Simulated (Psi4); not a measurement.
# CH3Al (SMILES C[Al]) at B3LYP/6-31G(d) (spherical functions)

Aim: the vertical singlet–triplet gap of CH3Al at B3LYP/6-31G* (spherical functions), from 2 runs. 

The results are computed with Psi4 1.11.

2 further runs of the same task are left out: 1 that didn't finish, 1 set aside as unsound or not needed.

### Step 1. Starting point

CH3Al: 5 atoms, total charge 0, spin state singlet. As SMILES, `C[Al]`. The shape is that of a PBE0-D4/def2-TZVP optimisation.

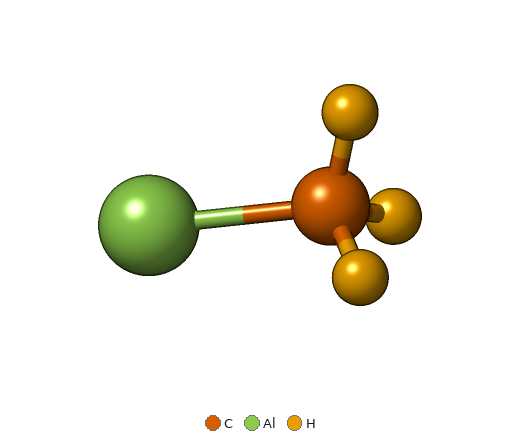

The structure, seen from a chosen angle (carbon orange, aluminium green, hydrogen amber).

### Step 2. Energy and gradient at B3LYP/6-31G(d) (spherical functions)

Input file calc.py:

```python
import psi4

psi4.set_memory(2200000000)
psi4.set_num_threads(1)
psi4.set_output_file('output.dat', False)

geom = psi4.geometry("""
0 1
C     -0.24796986    -0.10867815     0.10204521
Al     2.97195338     1.30247483    -1.22308744
H     -0.43603541    -2.13059062    -0.32459826
H     -0.38758283     0.09427844     2.16235691
H     -1.90036528     0.84251550    -0.71671643
units au
symmetry c1
""")

options = {'basis': '6-31G*', 'puream': True, 'e_convergence': 1e-09, 'd_convergence': 1e-08, 'scf_type': 'pk', 'dft_radial_points': 99, 'dft_spherical_points': 590}
psi4.set_options(options)

E, wfn = psi4.gradient('b3lyp', return_wfn=True)
psi4.oeprop(wfn, 'MAYER_INDICES', 'LOWDIN_CHARGES', 'MULLIKEN_CHARGES', title='B3LYP')
print('gradient / Eh bohr^-1')
print(E.np.round(6))
print(f'energy = {wfn.energy():.10f} Eh')
```

Command:

```bash
python calc.py
```

output.dat:

```text
[...]
  Running in c1 symmetry.
[...]
  Nuclear repulsion =   38.261471716125293
[...]
  Multiplicity = 1
[...]
  Nalpha       = 11
  Nbeta        = 11
[...]
    Number of basis functions: 38
[...]
   @RKS iter   1:  -282.04418517872267   -2.91232e-01   1.85214e-02 ADIIS/DIIS
[...]
   @RKS iter   9:  -282.31152511057428   -4.88853e-12   5.38699e-09 DIIS
[...]
    Orbital Energies [Eh]
    ---------------------
    Doubly Occupied:
       1A    -56.033136     2A    -10.134606     3A     -4.125709
       4A     -2.680159     5A     -2.680159     6A     -2.672012
       7A     -0.667135     8A     -0.384038     9A     -0.384037
      10A     -0.340216    11A     -0.193656
[...]
  @RKS Final Energy:  -282.31152511057428
   => Energetics <=
    Nuclear Repulsion Energy =             38.2614717161252926
    One-Electron Energy =                -466.0307464734711402
    Two-Electron Energy =                 165.7740928699431038
    DFT Exchange-Correlation Energy =     -20.3163432231715291
    Empirical Dispersion Energy =           0.0000000000000000
    VV10 Nonlocal Energy =                  0.0000000000000000
    Total Energy =                       -282.3115251105742800
[...]
 Multipole Moments:
 ------------------------------------------------------------------------------------
     Multipole            Electronic (a.u.)      Nuclear  (a.u.)        Total (a.u.)
 ------------------------------------------------------------------------------------
 L = 1.  Multiply by 2.5417464519 to convert [e a0] to [Debye]
 Dipole X            :          4.2578635           -4.5782441           -0.3203806
 Dipole Y            :          1.8660251           -2.0064375           -0.1404124
 Dipole Z            :         -1.7523003            1.8841495            0.1318492
 Magnitude           :                                                    0.3738229
[...]
  -Total Gradient:
     Atom            X                  Y                   Z
    ------   -----------------  -----------------  -----------------
       1        0.000204537836     0.000087974755    -0.000086192888
       2       -0.003947478368    -0.001729887239     0.001624571506
       3        0.000804184362     0.002177074411     0.000143766428
       4        0.000758618313     0.000083832131    -0.002193260443
       5        0.002180346532    -0.000619039310     0.000511100785
[...]
  Mulliken Charges: (a.u.)
   Center  Symbol    Alpha    Beta     Spin     Total
       1     C     3.37295  3.37295  0.00000 -0.74589
       2    AL     6.36034  6.36034  0.00000  0.27933
       3     H     0.42224  0.42224  0.00000  0.15552
       4     H     0.42224  0.42224  0.00000  0.15552
       5     H     0.42224  0.42224  0.00000  0.15552
   Total alpha = 11.00000, Total beta = 11.00000, Total charge = -0.00000
  Lowdin Charges: (a.u.)
   Center  Symbol    Alpha    Beta     Spin     Total
       1     C     3.32881  3.32881  0.00000 -0.65762
[...]
```

Standard output:

```text
gradient / Eh bohr^-1
[[ 2.050e-04  8.800e-05 -8.600e-05]
 [-3.947e-03 -1.730e-03  1.625e-03]
 [ 8.040e-04  2.177e-03  1.440e-04]
 [ 7.590e-04  8.400e-05 -2.193e-03]
 [ 2.180e-03 -6.190e-04  5.110e-04]]
energy = -282.3115251106 Eh
```

Run time: 9.6 s. Hardware: 1 thread of Intel Xeon Platinum 8259CL at 2.50GHz (Skylake/Cascade Lake), shared host; peak memory 0.52 GiB.

### Step 3. The triplet

Input file calc.dat:

```
memory 2200 MB

molecule m {
  0 3
  C     -0.131220    -0.057510     0.054000
  Al     1.572690     0.689240    -0.647230
  H     -0.230740    -1.127460    -0.171770
  H     -0.205100     0.049890     1.144270
  H     -1.005630     0.445840    -0.379270
  units angstrom
  symmetry c1
  no_reorient
  no_com
}

set globals {
  basis                6-31G*
  reference            uks
  puream               true
  e_convergence        1e-09
  d_convergence        1e-08
  scf_type             pk
  dft_radial_points    99
  dft_spherical_points 590
  maxiter              100
}

e_tot, wfn = gradient("b3lyp", return_wfn=True)
oeprop(wfn, "DIPOLE", "MULLIKEN_CHARGES", "LOWDIN_CHARGES", title="B3LYP")
```

Command:

```bash
psi4 -i calc.dat -o calc.out -n 1
```

calc.out (excerpt; [...] marks lines left out):

```text
[...]
  Running in c1 symmetry.
[...]
  Nuclear repulsion =   38.261471693784713
[...]
  Multiplicity = 3
[...]
  Nalpha       = 12
  Nbeta        = 10
[...]
    Number of basis functions: 38
[...]
   @UKS iter   1:  -281.98085183276538   -2.27898e-01   1.77586e-02 DIIS/ADIIS
[...]
   @UKS iter  38:  -282.23678278591478   -6.51880e-10   6.72420e-09 DIIS
[...]
   @S^2 Observed:                2.002520507E+00
[...]
  @UKS Final Energy:  -282.23678278591478
   => Energetics <=
    Nuclear Repulsion Energy =             38.2614716937847135
    One-Electron Energy =                -465.5381877189430497
    Two-Electron Energy =                 165.3358704231929437
    DFT Exchange-Correlation Energy =     -20.2959371839493272
    Empirical Dispersion Energy =           0.0000000000000000
    VV10 Nonlocal Energy =                  0.0000000000000000
    Total Energy =                       -282.2367827859147269
[...]
  -Total Gradient:
     Atom            X                  Y                   Z
    ------   -----------------  -----------------  -----------------
       1        0.016705253903     0.013579820318    -0.005275198076
       2       -0.005970429161    -0.004205804966     0.002050450347
       3       -0.003094125685    -0.002028528809     0.001107147847
       4       -0.003854317880    -0.003655101058     0.000988640553
       5       -0.003786186506    -0.003690436347     0.001128936444
[...]
 Multipole Moments:
 ------------------------------------------------------------------------------------
     Multipole            Electronic (a.u.)      Nuclear  (a.u.)        Total (a.u.)
 ------------------------------------------------------------------------------------
 L = 1.  Multiply by 2.5417464519 to convert [e a0] to [Debye]
 Dipole X            :        -34.6396365           34.4235913           -0.2160452
 Dipole Y            :        -15.1931237           15.0863073           -0.1068164
 Dipole Z            :         14.2526245          -14.1668232            0.0858013
 Magnitude           :                                                    0.2558264
[...]
  Mulliken Charges: (a.u.)
   Center  Symbol    Alpha    Beta     Spin     Total
       1     C     3.45275  3.19410  0.25865 -0.64685
       2    AL     7.31675  5.58233  1.73442  0.10092
       3     H     0.41219  0.40351  0.00868  0.18430
[...]
```

Wall time 38 s (1 thread of Intel Xeon Platinum 8259CL at 2.50GHz (Skylake/Cascade Lake), shared host); peak memory 0.52 GiB.

### Step 4. What came out

At B3LYP/6-31G* (spherical functions):

| quantity | value |
| --- | --- |
| singlet: total energy | -282.31153 Eh |
| singlet: dipole moment | 0.95 D |
| singlet: HOMO energy | -5.27 eV |
| singlet: LUMO energy | -1.44 eV |
| singlet: HOMO–LUMO gap | 3.83 eV |
| singlet: largest force on an atom | 0.237 eV/Å |
| triplet: total energy | -282.23678 Eh |
| triplet: dipole moment | 0.65 D |
| triplet: HOMO energy (highest over α and β) | -3.38 eV |
| triplet: ⟨S²⟩ | 2.003 |
| triplet: largest force on an atom | 1.140 eV/Å |
| vertical energy of the triplet above the singlet | 2.034 eV |

What this shows: At this shape the triplet lies 2.03 eV (196 kJ/mol) above the singlet. Mulliken charges (singlet) run from -0.75 on C1 to +0.28 on Al2. Mulliken charges (triplet) run from -0.65 on C1 to +0.18 on H3; they depend strongly on the basis.
